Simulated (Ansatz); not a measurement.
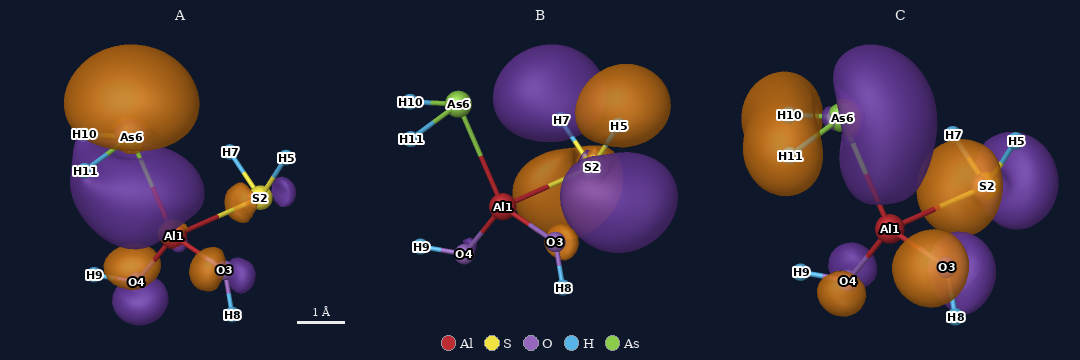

AlAsH6O2S. Three frontier orbitals at ±0.1 Å⁻³ᐟ² (orange and purple are the two phases), in no order.

The product side of a reaction path; geometry: PBE0-D4/def2-TZVP; a saddle point, not a minimum.

Method: Ansatz 0.2.0, RKS PBE0-D4/def2-TZVPP.

```xyz
11

Al   -0.4489   -0.2906   -0.2357
S     1.3902    1.0164   -1.4529
O    -0.3715   -1.6190   -1.3093
O    -1.6836    0.8749   -0.4581
H     2.3782    0.1501   -1.1717
As    0.6207   -0.6883    1.9265
H     1.7638    1.8660   -0.4807
H    -1.0111   -1.7260   -2.0118
H    -2.1192    1.2887    0.2845
H     0.0650    0.6124    2.4988
H    -0.5838   -1.4845    2.4108
```

**Which picture is the HOMO−1, the HOMO and the LUMO?**

C is the HOMO−1 (−8.10 eV). It lies mainly on As6 (about 40 %), S2 (about 20 %), O3 (about 15 %), H10 (about 10 %) and H11 (about 5 %). A is the HOMO (−6.67 eV). Its weight (Hirshfeld) is mainly on As6 (about 65 %), Al1 (about 15 %) and O4 (about 5 %); largely a lone pair of As6. B is the LUMO (−0.44 eV). Its weight (Hirshfeld) is mainly on S2 (about 55 %), H7 (about 20 %) and H5 (about 15 %).

**What is the HOMO–LUMO gap?**

6.23 eV between the orbital energies.
